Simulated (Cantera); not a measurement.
Feed: 1 mol Si3N4, 0.24 mol N2O, 75 mol H2, held at 0.00133 bar.

Method: chemical equilibrium by Gibbs-energy minimisation in Cantera with the NASA 1993 tables (ideal gas, pure condensed phases). Candidate condensed phases: H2O, Si, SiO2, Si2N2O, Si3N4; 35 gas species. Mutual solubility and eutectic melting of coexisting phases are not modelled. The tables' values for SiN are old estimates; treat these amounts as uncertain. Gases not in the tables: Si2H6 and higher silanes. Kinetics and transport are ignored.

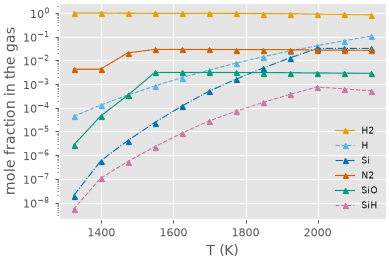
Figure. Equilibrium gas composition (values under 1e-9 drawn at 1e-9)

From 1323 K to 1398 K the condensed part is Si2N2O(s) + Si3N4(s). At 1473 K the condensed part is Si(s) + Si2N2O(s) + Si3N4(s). From 1548 K to 1623 K the condensed part is Si(s). From 1698 K to 1923 K the condensed part is Si(l). From 1998 K to 2148 K nothing is condensed. The main Si-bearing gas is SiO at 1323 K and Si at 2148 K.
